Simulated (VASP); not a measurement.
Band structure of NiAl (CsCl type). All values below come from PW91 GGA, VASP's PBE PAW potentials (set 64) (plane waves; VASP).

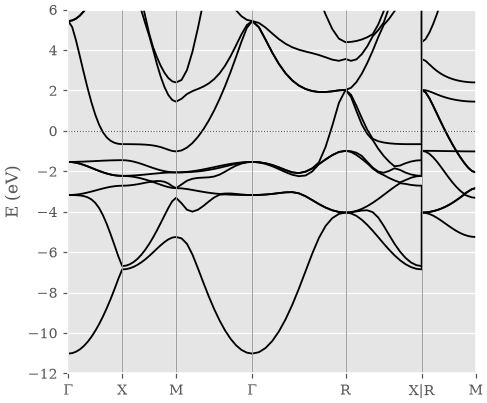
*Bands along high-symmetry lines, zero at the valence-band maximum or, without a gap, the Fermi level*

Read the plot: is there a gap, and where are the band edges?

It has no gap at this level: it comes out as a metal or semimetal. (Edges off the drawn lines would not show.)

The compound is NiAl in the CsCl type structure. It was relaxed first. The run is not spin-polarised, so no magnetic state was tried. The electron count is odd and the run is not spin-polarised, which forces a metal.
